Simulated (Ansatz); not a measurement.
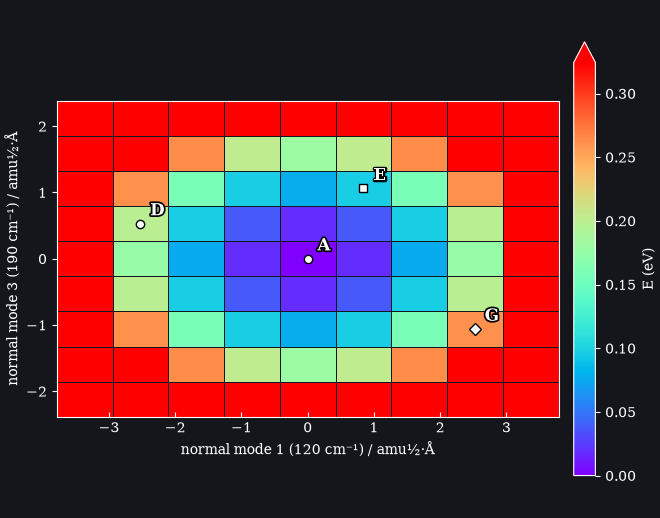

AlCl2Br. 
- Coordinates scanned: (1) normal mode 1 (120 cm⁻¹); (2) normal mode 3 (190 cm⁻¹).
- Nothing is relaxed (straight displacements along the two mass-weighted modes).
- Grid: 9 × 9 points; 25 points were computed and 56 follow by symmetry.
- Energies are in eV, from the lowest grid point.
- Level of theory: RKS B3LYP-D4/def2-TZVP in Ansatz.

In the figure: one coloured cell a grid point, one colour for all values above the top of the scale, lettered points.

**What kind of point is each of A, D, E, G: minimum, saddle, maximum or slope?**

A: minimum; D: on a slope; E: on a slope; G: on a slope. (In these two coordinates alone; a stationary point may lie a little off the grid point.)

**Rank the lettered points by energy, lowest first.**

A (0.000 eV), E (0.097 eV), D (0.198 eV), G (0.262 eV).
